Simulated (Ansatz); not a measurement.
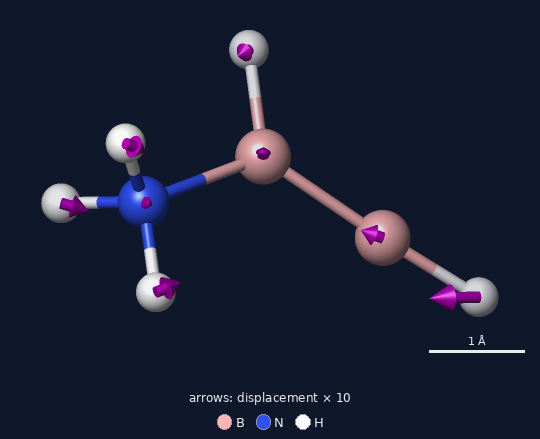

A relaxation of B$_{2}$NH$_{5}$. The starting structure is drawn; purple arrows show the displacements, 10 times their true length. The two geometries are superimposed by the best rigid fit.

Style: ball-and-stick. Shown at a tilt.

It is one of the separated reactants of a reaction.

The calculation used RKS PBE0-D4/def2-TZVP in Ansatz 0.2.0.

The input:
```yaml
crystal:
  periodic: [false, false, false]
  atoms:
    - {symbol: B, position_ang: [-0.590603, 0.448952, -1.088260]}
    - {symbol: B, position_ang: [0.392043, 0.365629, 0.093060]}
    - {symbol: N, position_ang: [0.643305, -0.951757, 0.943809]}
    - {symbol: H, position_ang: [-1.344208, 0.576090, -2.021816]}
    - {symbol: H, position_ang: [0.423462, -0.820947, 1.945800]}
    - {symbol: H, position_ang: [1.063665, 1.306910, 0.487932]}
    - {symbol: H, position_ang: [1.628737, -1.262977, 0.904682]}
    - {symbol: H, position_ang: [0.067579, -1.737942, 0.611484]}
basis:
  gaussian: {orbitals: def2-TZVP}
hamiltonian: {xc: pbe0, dispersion: d4}
relax: {f_tol: 0.005, max_steps: 200}
```

Command:
```bash
ansatz run in.yaml --threads 2 --pin off --events-out ev --progress --plain --max-ram 4352MiB
```

What happened in the run?

Answer. Over 6 accepted moves (7 points after the start) the energy falls by 3.42 kJ/mol. The largest force component goes from 0.63 to 0.0019 eV/Å. The line search rejected the trial step at point 3 of the run. H4 moves most after the best rigid fit: 0.058 Å. By element the largest moves are H 0.058 Å, B 0.025 Å, N 0.010 Å. Near-neighbour distances that change, for instance: B1–H4 1.206 → 1.184 Å, B2–H6 1.222 → 1.200 Å, B1–B2 1.539 → 1.519 Å, N3–H5 1.034 → 1.018 Å.
